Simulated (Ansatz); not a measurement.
C6H12Cl4Si4

The calculation's input:

```
crystal:
  periodic: [false, false, false]
  atoms:
    - {symbol: C, position_ang: [-1.205200, 1.702413, -0.567485]}
    - {symbol: C, position_ang: [1.253111, 0.309079, -1.734056]}
    - {symbol: C, position_ang: [-1.284558, -1.295737, -1.159191]}
    - {symbol: C, position_ang: [1.205210, -1.702424, 0.567437]}
    - {symbol: C, position_ang: [-1.253055, -0.309111, 1.734084]}
    - {symbol: C, position_ang: [1.284499, 1.295786, 1.159212]}
    - {symbol: Cl, position_ang: [-3.976718, 0.103719, 0.007996]}
    - {symbol: Cl, position_ang: [1.415688, 3.513940, -1.213749]}
    - {symbol: Cl, position_ang: [1.246996, -2.857144, -2.471204]}
    - {symbol: Cl, position_ang: [1.314035, -0.760507, 3.676964]}
    - {symbol: Si, position_ang: [-1.890204, 0.049287, 0.003769]}
    - {symbol: Si, position_ang: [0.672902, 1.670240, -0.576910]}
    - {symbol: Si, position_ang: [0.592749, -1.358047, -1.174595]}
    - {symbol: Si, position_ang: [0.624564, -0.361476, 1.747734]}
    - {symbol: H, position_ang: [-1.581291, 1.934260, -1.580273]}
    - {symbol: H, position_ang: [-1.563044, 2.507260, 0.099676]}
    - {symbol: H, position_ang: [0.911885, 0.521275, -2.763362]}
    - {symbol: H, position_ang: [2.357489, 0.285106, -1.760697]}
    - {symbol: H, position_ang: [-1.661767, -1.106270, -2.180343]}
    - {symbol: H, position_ang: [-1.689568, -2.274277, -0.843978]}
    - {symbol: H, position_ang: [2.308908, -1.754860, 0.573304]}
    - {symbol: H, position_ang: [0.835442, -2.686703, 0.907145]}
    - {symbol: H, position_ang: [-1.611576, 0.467197, 2.433901]}
    - {symbol: H, position_ang: [-1.657630, -1.273685, 2.090248]}
    - {symbol: H, position_ang: [0.961822, 2.094815, 1.850854]}
    - {symbol: H, position_ang: [2.389321, 1.285885, 1.173528]}
basis:
  gaussian:
    orbitals: def2-SVP
hamiltonian:
  xc: {name: PBE0}
output: {forces: true, orbitals: {seedname: orbitals}}
```

Launched as:

```sh
ansatz run input.yaml --threads 8 --pin off --max-ram 13920MiB --events-out events.jsonl --progress --plain --runs-dir runs
```

Geometry: r2SCAN-D4/def2-SVP.

Method: isolated molecule in a Gaussian basis; Kohn-Sham density functional theory, functional PBE0 (Ansatz).

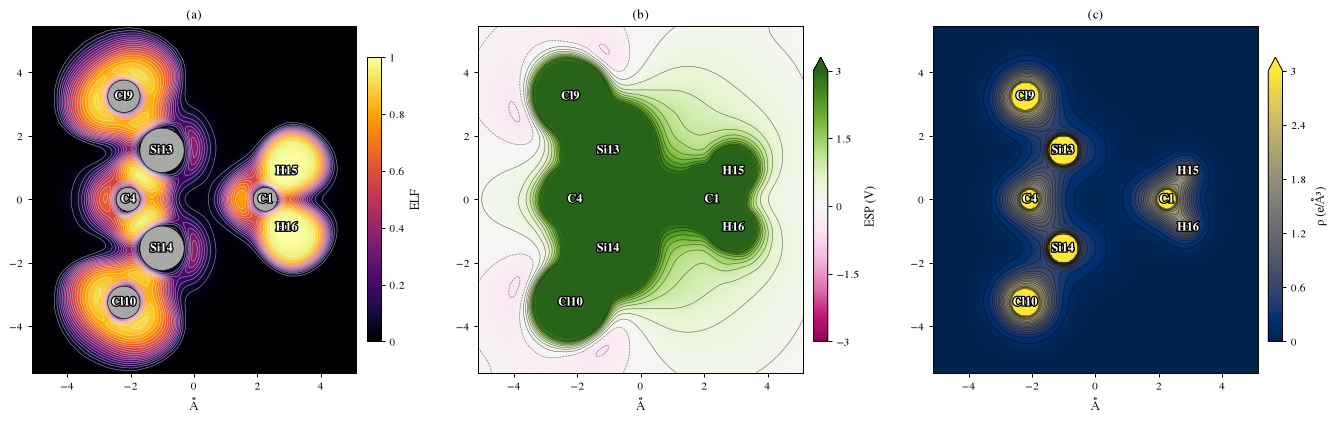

Figure 1. (a) ELF; (b) molecular electrostatic potential; (c) electron density on the plane of atoms C4, Si14 and Cl10. Grey discs cover the atomic cores in the ELF map.

**What does the map show?**

- Atoms in the plane: C, Cl, Si and H.
- C–Si (1.88 Å): ρ at the midpoint is about 0.94 e/Å³; the ELF peaks at about 0.95 between the atoms: localised, covalent bonding.
- Si–Cl (2.09 Å): the density is about 0.81 e/Å³ at the midpoint; the ELF peaks at about 0.90 between the atoms, as expected for a polar covalent bond.
- C–H (1.10 Å): ρ at the midpoint is about 1.8 e/Å³; the ELF climbs to about 1 towards the hydrogen, as it does in any bond to H: an ordinary covalent bond to hydrogen.
- The ELF also peaks beside Cl10 and Cl9, away from the bonds: lone-pair regions.
- Outside the dense part of the molecule the potential is most negative (−0.5 V) near Cl9 and Cl10.

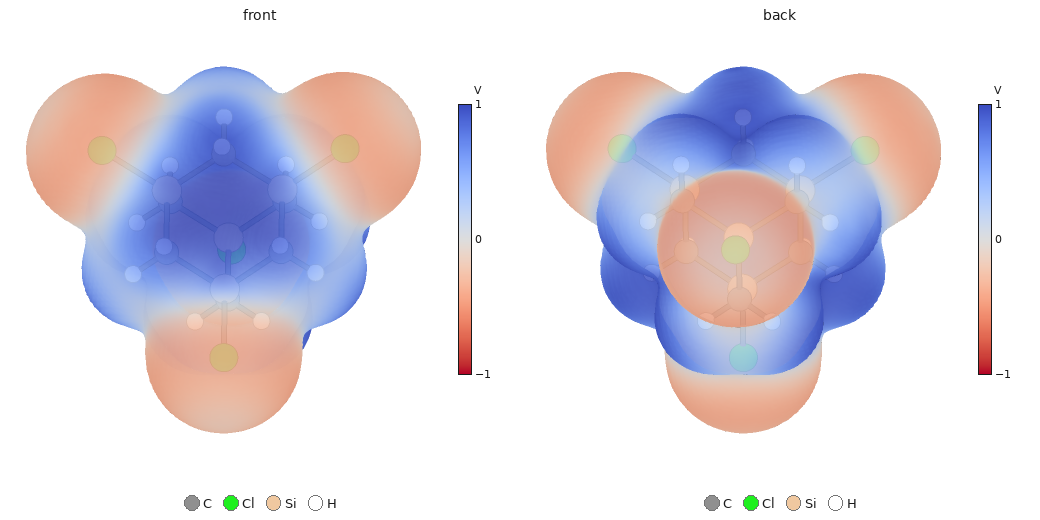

Figure 2. The electrostatic potential painted on the density surface at 0.001 e/bohr³, seen from the front and from behind; red is negative and blue positive.

**Where is the surface potential most negative and most positive?**

The most negative region (about −0.4 V) lies over Cl7, Cl8, Cl9 and Cl10, the most positive (about +1.0 V) over the C, H and Si atoms.

**What dipole moment does the calculation give?**

Its dipole moment is zero.

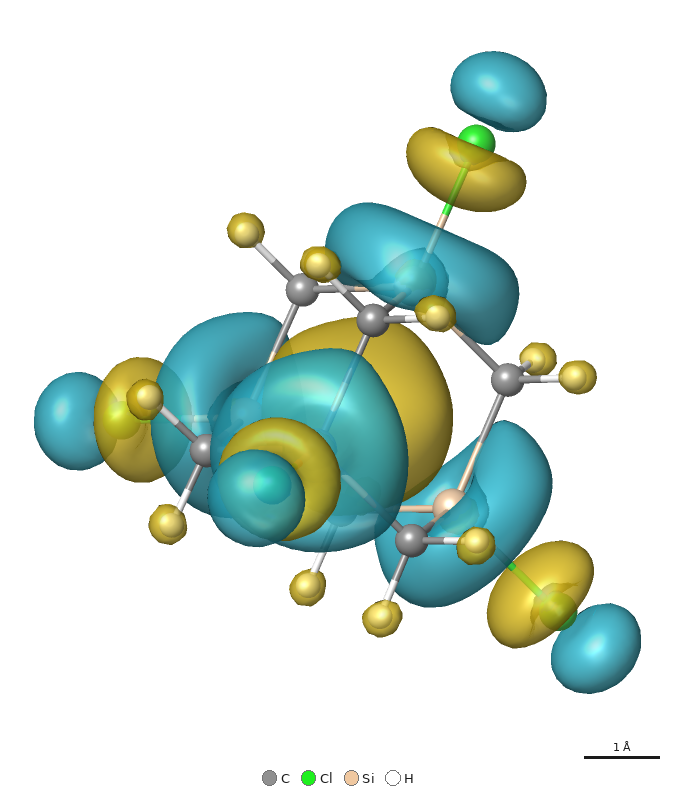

Figure 3. The LUMO at ±0.08 Å⁻³ᐟ² (yellow and cyan are the two phases), seen at an oblique angle.

**What is the character of this orbital?**

By Hirshfeld shares it lies mainly on Si13 (about 10 %), Si14 (about 10 %), Si11 (about 10 %), Si12 (about 10 %), Cl7 (about 5 %), Cl8 (about 5 %), Cl10 (about 5 %) and Cl9 (about 5 %). Its energy is −0.91 eV.
